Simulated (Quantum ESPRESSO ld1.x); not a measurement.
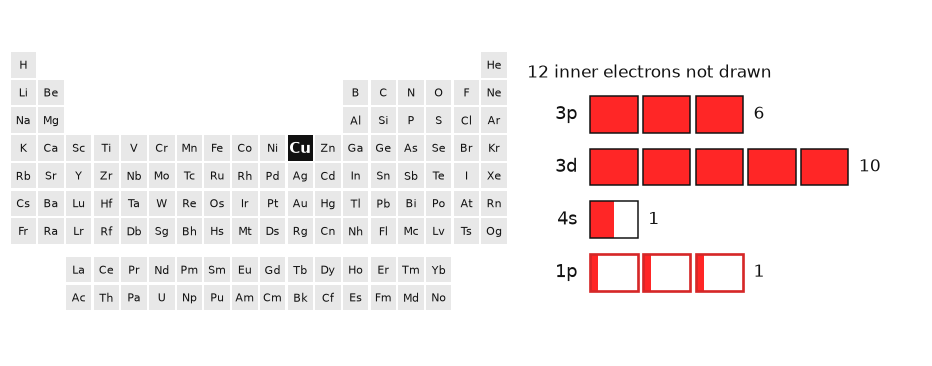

**Figure 1.** Left, the place of copper in the periodic table; right, the outer shells as the input fills them: a box for each of the 2l + 1 orbitals, shaded by the share of the shell that is filled, with the electron count at the right; red boxes mark what can't be (1p).

## Atomic calculation, with input and output: Cu

System: Cu, configuration typed as [Ar] 3d10 4s1 1p1.
Method: radial all-electron Kohn-Sham run of Quantum ESPRESSO ld1.x with rel=1, lsd=1, dft='PW' as typed.

### The input
```
 &input
    zed=29.0,
    iswitch=1,
    rel=1,
    lsd=1,
    dft='PW',
    config='[Ar] 3d10 4s1 1p1',
    prefix='ld1',
    max_out_wfc=37,
    file_charge='ld1.rho',
 /
```

Launched with:
```bash
OMP_NUM_THREADS=1 ld1.x < ld1.in > ld1.out
```

### The program's output
```
     Program LD1 v.7.5 starts

 %%%%%%%%%%%%%%%%%%%%%%%%%%%%%%%%%%%%%%%%%%%%%%%%%%%%%%%%%%%%%%%%%%%%%%%%%%%%%%
     Error in routine el_config (8):
     main/angular quantum number mismatch
 %%%%%%%%%%%%%%%%%%%%%%%%%%%%%%%%%%%%%%%%%%%%%%%%%%%%%%%%%%%%%%%%%%%%%%%%%%%%%%

     stopping ...
```

### Outcome

- outcome: refused by the program
- hardware: 1 CPU thread, shared host

### What went wrong

One thing in this input was made wrong on purpose: l not below n. The program refused the input: “Error in routine el_config (8): main/angular quantum number mismatch”.
